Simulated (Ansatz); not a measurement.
A series of calculations on Si2H7Br

### Relaxation

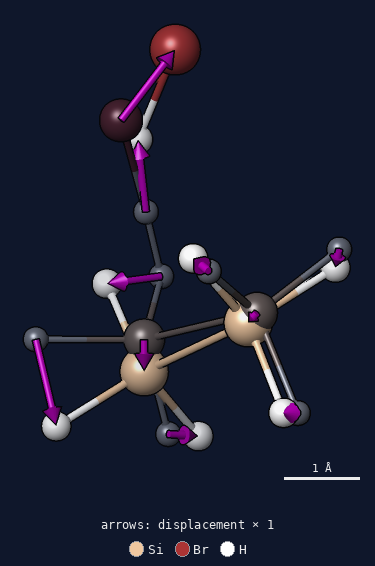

This is a relaxation of Si$_{2}$H$_{7}$Br (started from a transition state, displaced along its imaginary mode). The starting structure is drawn faded, the final one solid; purple arrows show the displacements, at their true length. The two geometries are superimposed by the best rigid fit.

A ball-and-stick model, seen from a free direction.

Computed with RKS PBE0-D4/def2-TZVP (Ansatz). Set-up: force threshold 0.005 eV/Å; at most 200 steps.

### What did the optimiser do to the structure, and how much energy did it gain?

The atom that moves furthest after the best rigid fit is the Br atom (1.23 Å). By element the largest moves are Br 1.23 Å, H 1.22 Å, Si 0.44 Å. Among the contacts that change: Br–Si 2.999 → 4.360 Å, H–Si 1.846 → 3.148 Å, H–H 1.040 → 2.025 Å, Br–Si 3.448 → 4.112 Å. Among the angles between lasting bonds that change: H–Si–H 93.3° → 107.5°, H–Si–Si 119.1° → 110.8°, Si–Si–H 115.1° → 111.0°. Groups turn about Si–Si by about 45°. The energy falls by 0.941 eV in 29 accepted moves (31 points after the start). The largest force component goes from 1.7 to 0.00015 eV/Å. The line search rejected the trial steps at points 14, 25 of the run. The forces were under the threshold at step 19, but the run went on from there.

### Relaxation

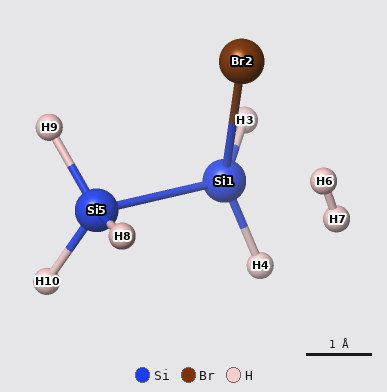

Si$_{2}$H$_{7}$Br (started from a transition state, displaced along its imaginary mode), before the relaxation. The picture is a ball-and-stick view, seen at a tilt.

Theory: RKS PBE0-D4/def2-TZVP (Ansatz).

The input:
```yaml
crystal:
  periodic: [false, false, false]
  atoms:
    - {symbol: Si, position_ang: [0.155850, -0.830172, 0.079946]}
    - {symbol: Br, position_ang: [1.905357, 0.341634, -1.215486]}
    - {symbol: H, position_ang: [0.467725, -2.068025, -0.651772]}
    - {symbol: H, position_ang: [-0.283278, -1.371904, 1.433515]}
    - {symbol: Si, position_ang: [-1.204288, 0.947904, -0.459304]}
    - {symbol: H, position_ang: [1.763547, -0.338226, 0.972360]}
    - {symbol: H, position_ang: [1.508441, -0.622677, 1.546761]}
    - {symbol: H, position_ang: [-0.589300, 2.126781, 0.201822]}
    - {symbol: H, position_ang: [-1.125142, 1.040617, -1.931420]}
    - {symbol: H, position_ang: [-2.598913, 0.774068, 0.023578]}
basis:
  gaussian: {orbitals: def2-TZVP}
hamiltonian: {xc: pbe0, dispersion: d4}
relax: {f_tol: 0.005, max_steps: 200}
```

Command:
```bash
ansatz run in.yaml --threads 4 --pin off --events-out ev --progress --plain --max-ram 9574MiB
```

Question: What does the optimiser find from here?

Answer: H7 moves most after the best rigid fit: 1.56 Å. By element the largest moves are H 1.56 Å, Br 1.08 Å, Si 0.70 Å. Among the contacts that change: Si1–H7 2.006 → 3.875 Å, Si1–H6 1.903 → 3.521 Å, Br2–H6 2.295 → 3.306 Å, Si1–Br2 2.472 → 2.233 Å. Bond angles that change, for instance: Br2–Si1–H4 147.0° → 107.5°, Br2–Si1–Si5 85.9° → 108.2°, H3–Si1–Si5 131.2° → 112.1°. The energy falls by 43.0 kcal/mol in 33 accepted moves (37 points after the start). The largest force component goes from 2.9 to 0.0022 eV/Å. The line search rejected the trial steps at points 12, 13, 33, 36 of the run. The forces were under the threshold at step 17, but the run went on from there.

The structure at the end:

```xyz
10

Si    0.0132   -1.1527   -0.5219
Br    2.0672   -0.7194   -1.2826
H    -0.6012   -2.1420   -1.4430
H     0.1545   -1.7662    0.8221
Si   -1.1833    0.8536   -0.4637
H     2.1047    0.4658    1.8031
H     1.7595    0.6253    2.4459
H    -0.4936    1.8168    0.4319
H    -1.2617    1.4157   -1.8367
H    -2.5593    0.6031    0.0449
```

After the run, drawn alike:

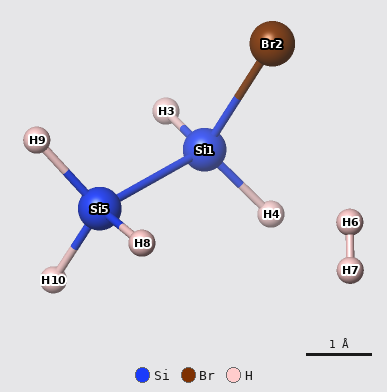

### Reaction

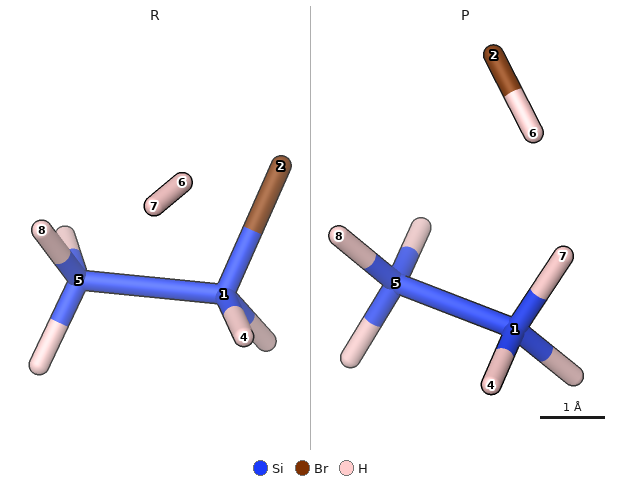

Reactant (R) and product (P) of one elementary step of Si2H7Br. A stick model, seen at a tilt.

Stationary points at PBE0-D4/def2-TZVP, single-point energies with CCSD(T)/CBS, wB97M-V, B97M-V, r2SCAN0-D4 (def2-TZVPP where no basis is named; Ansatz 0.2.0). The energies are electronic, without zero-point or thermal terms, and both ends are the minima reached downhill from the saddle, with any fragments still in contact. CCSD(T)/CBS stands for a frozen-core estimate: MP2 correlation extrapolated from def2-TZVPP and def2-QZVPP, CCSD(T) minus MP2 from the smaller set.

R:
```xyz
10

Si    0.0091   -1.1686   -0.4855
Br    2.0532   -0.7564   -1.2840
H    -0.6143   -2.1873   -1.3676
H     0.1676   -1.7391    0.8754
Si   -1.1903    0.8368   -0.4762
H     2.1252    0.5255    1.7623
H     1.7873    0.7046    2.4038
H    -0.4919    1.8288    0.3804
H    -1.2861    1.3552   -1.8652
H    -2.5597    0.6004    0.0565
```

P:
```xyz
10

Si   -0.2087   -1.1886    0.6043
Br    2.8833    1.5538   -0.7853
H    -0.6192   -2.4091   -0.1390
H    -0.6407   -1.3161    2.0213
Si   -1.1243    0.7296   -0.3750
H     2.4231    0.3547   -0.1695
H     1.2835   -1.1360    0.5927
H    -0.7004    1.9416    0.3725
H    -0.6885    0.8432   -1.7908
H    -2.6080    0.6270   -0.3311
```

**What is the transition state like, and how high is the barrier?**

Counted by bonded pieces, R holds H₂ + Si₂H₅Br and P holds HBr + Si₂H₆. From R over the saddle to P, bonds form: Si1–H7 (3.88 → 1.74 → 1.49 Å), Br2–H6 (3.31 → 1.98 → 1.42 Å). Bonds break: Si1–Br2 (2.23 → 2.74 → 4.36 Å), H6–H7 (0.75 → 0.86 → 2.03 Å). The saddle has one imaginary mode, 653i cm⁻¹. With CCSD(T)/CBS the barrier is 2.19 eV from R and 1.47 eV from P, and P lies 0.71 eV above R.

```tsv
level	barrier from R (eV)	barrier from P (eV)	P less R (eV)
CCSD(T)/CBS	2.19	1.47	0.71
wB97M-V	2.14	1.45	0.69
B97M-V	2.13	1.51	0.62
r2SCAN0-D4	2.08	1.36	0.72
```

Against CCSD(T)/CBS, wB97M-V comes closest on the barrier from R (−0.05 eV) and r2SCAN0-D4 misses most (−0.11 eV).

Saddle geometry:

```xyz
10

Si    0.1274   -0.8855    0.2497
Br    2.0796    0.4278   -1.1455
H     0.4672   -2.0545   -0.5823
H    -0.4469   -1.4628    1.5137
Si   -1.1552    0.9332   -0.4366
H     1.7681   -0.2497    0.6857
H     1.4118   -0.6115    1.3848
H    -0.5856    2.1368    0.2145
H    -1.1073    1.0221   -1.9126
H    -2.5592    0.7440    0.0284
```

The saddle point in the same view, with dashed sticks for the bonds that form or break:

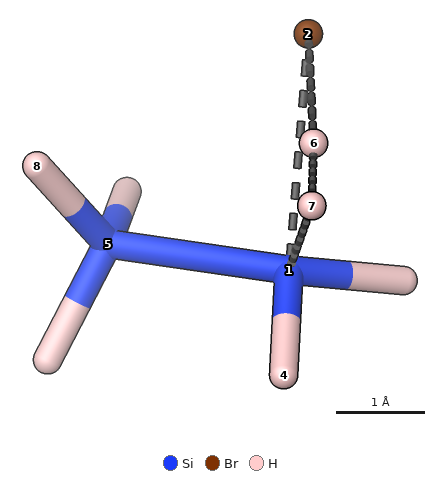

Limits of the set-up: the start holds two separate molecules, 3.1 Å apart at their closest, whose relative position is a soft coordinate.
